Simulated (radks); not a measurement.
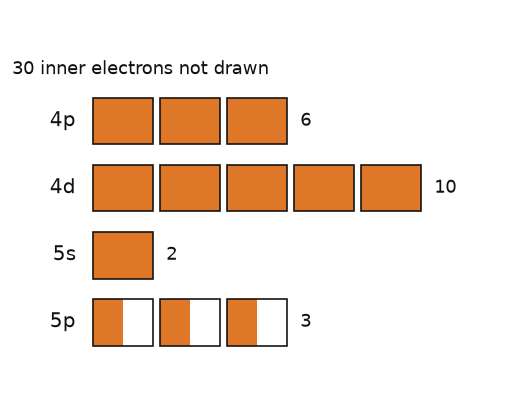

**Figure 1.** The outer shells as the input fills them: a box for each of the 2l + 1 orbitals, shaded by the share of the shell that is filled, with the electron count at the right.

## Atomic calculation for Sb

The neutral antimony atom in the configuration [Kr] 4d10 5s2 5p3 (high spin). Computed at this level: scalar-relativistic Kohn-Sham, r2SCAN, spin-polarised, spherical densities, finite nucleus (the in-house radial solver radks).

**Input**
```
Z 51
configuration [Kr] 4d10 5s2 5p3
relativity scalar-relativistic
functional r2scan,r2scan
spin polarised
nucleus finite rms 4.6802 fm
c 137.035999084
```

Energies in input and log are in hartree, lengths in bohr (the nuclear radius in fm).

Hardware: 1 CPU thread, shared host.

**The program's output**
```
1s      1   1.0000       -1115.69333508
2s      1   1.0000        -170.35438343
2p      1   3.0000        -152.82329985
3s      1   1.0000         -33.62618962
3p      1   3.0000         -27.87124651
3d      1   5.0000         -19.10548457
4s      1   1.0000          -5.60264370
4p      1   3.0000          -3.83319707
4d      1   5.0000          -1.25650770
5s      1   1.0000          -0.51833535
5p      1   3.0000          -0.21413702
1s      2   1.0000       -1115.68972965
2s      2   1.0000        -170.35427591
2p      2   3.0000        -152.82122967
3s      2   1.0000         -33.62441593
3p      2   3.0000         -27.86881108
3d      2   5.0000         -19.10302474
4s      2   1.0000          -5.59677339
4p      2   3.0000          -3.82828373
4d      2   5.0000          -1.24686193
5s      2   1.0000          -0.42335109
5p      2   0.0000          -0.10400587
Etot -6482.215104875083
Ekin 6779.662834946241
Encl -15677.245127417948
Eh 2586.1326711775573
Exc -170.7654835809333
err 2.6901560611301808e-06
it 12
```

**Orbitals**

```
orbital  occupation  energy (eV)  ⟨r⟩ (bohr)  outer maximum (bohr)
  1s up           1     −30359.6     0.02843                0.0183
1s down           1     −30359.5     0.02843                0.0183
  2s up           1      −4635.6      0.1226                 0.104
2s down           1      −4635.6      0.1226                 0.104
  2p up           3      −4158.5      0.1071                0.0831
2p down           3      −4158.5      0.1071                0.0831
  3s up           1     −915.015      0.3298                 0.299
3s down           1     −914.967      0.3298                 0.299
  3p up           3     −758.415      0.3283                 0.293
3p down           3     −758.349      0.3283                 0.293
  3d up           5     −519.887      0.3054                 0.245
3d down           5     −519.820      0.3054                 0.245
  4s up           1     −152.456      0.7922                 0.723
4s down           1     −152.296      0.7927                 0.724
  4p up           3     −104.307      0.8534                 0.763
4p down           3     −104.173      0.8534                 0.763
  4d up           5      −34.191       1.034                 0.846
4d down           5      −33.929       1.025                 0.846
  5s up           1      −14.105       2.259                  1.92
5s down           1      −11.520       2.215                  1.89
  5p up           3       −5.827       2.852                  2.35
5p down           0       −2.830       2.751                  2.30
```

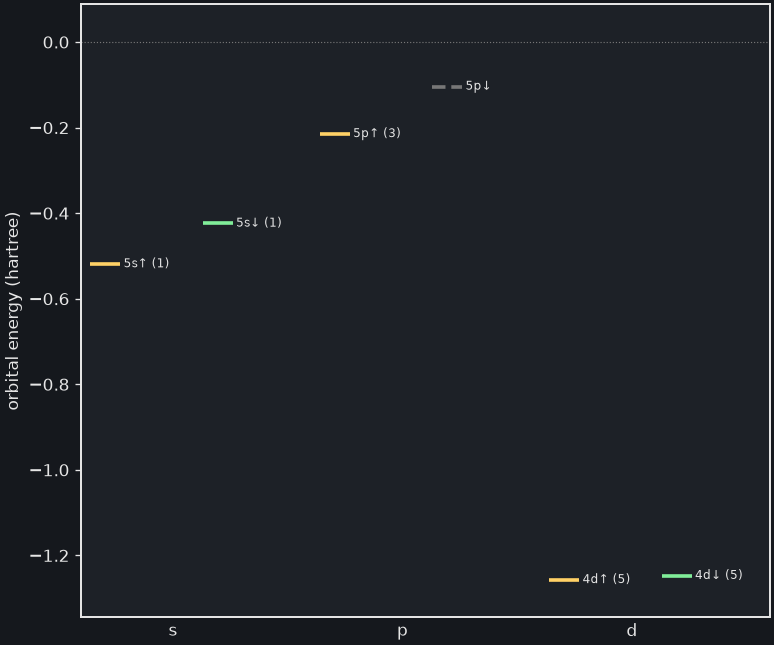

**Figure 2.** The outer levels are drawn by angular momentum (occupations in brackets, up spins at the left of each column and down spins at the right, empty levels dashed). The highest occupied level is 5p up at −0.214 hartree. From the top down the occupied levels run 5p up (−0.214 hartree), 5s down (−0.423 hartree), 5s up (−0.518 hartree), 4d down (−1.25 hartree), 4d up (−1.26 hartree). The lowest empty level drawn is 5p down at −0.104 hartree. The largest exchange splitting (down less up) among the shells drawn in both spins is that of 5p, 0.110 hartree.

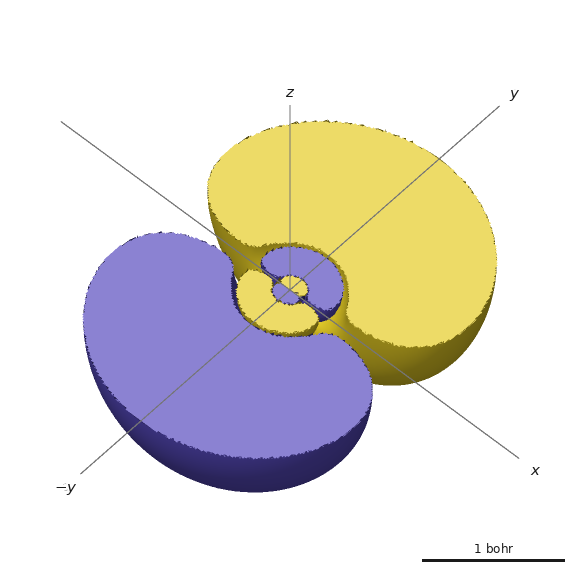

**Figure 3.** The 4p(y) orbital of down spin. The surface of constant |ψ| that holds about 95 % of the electron is drawn, yellow where ψ is positive and blue where it is negative, with the half in front of the xy plane cut away and the cut face painted. The radial function comes from the spherical calculation and is multiplied by a real spherical harmonic; the overall sign is chosen so that the largest lobe of P(r) is positive; at the scalar-relativistic level it is the large component. It has the nodal plane xz and 2 radial nodes, at r = 0.126 and 0.395 bohr. The outermost maximum of P² lies at 0.763 bohr, ⟨r⟩ = 0.853 bohr, 90 % of the charge lies within 1.25 bohr, and the eigenvalue is −104.2 eV, with 3 electrons in the shell for this spin.

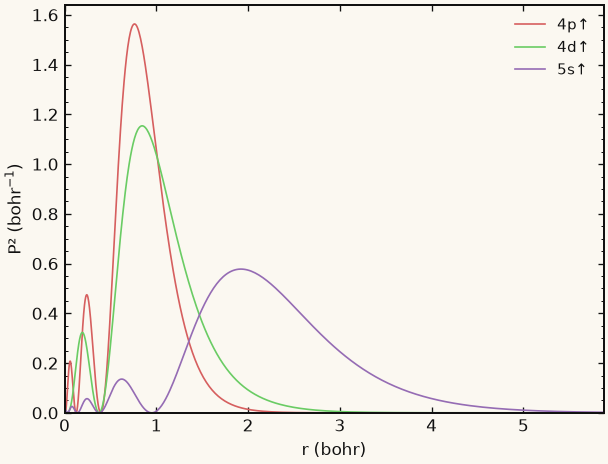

**Figure 4.** The radial probability densities P² of 4d up, 4p up and 5s up. 4p up: outer maximum at 0.763 bohr, ⟨r⟩ = 0.853 bohr, 2 nodes, eigenvalue −104.3 eV; 4d up: outer maximum at 0.846 bohr, ⟨r⟩ = 1.03 bohr, 1 node, eigenvalue −34.2 eV; 5s up: outer maximum at 1.92 bohr, ⟨r⟩ = 2.26 bohr, 4 nodes, eigenvalue −14.1 eV. The innermost lobes are too small to be seen at this scale.

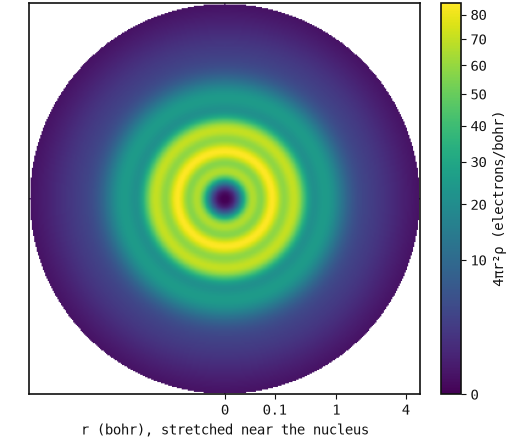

**Figure 5.** The radial density 4πr²ρ as a disc about the nucleus, with the radius drawn as r to the power 0.35. There are 4 maxima, at r = 0.0199, 0.0882, 0.258 and 0.752 bohr, parted by minima at 0.0390, 0.169 and 0.546 bohr, inside which lie 2.0, 11.2 and 28.9 electrons. The configuration has 5 principal shells, so not every shell has a maximum of its own.

**Summary**

- outcome: converged
- total energy: −6482.2151 hartree
- kinetic energy: 6779.6628 hartree
- electron–nucleus energy: −15677.2451 hartree
- Hartree energy: 2586.1327 hartree
- exchange–correlation energy: −170.765484 hartree
- radius at density 0.001 e/bohr³: 4.65 bohr
- SCF iterations: 12
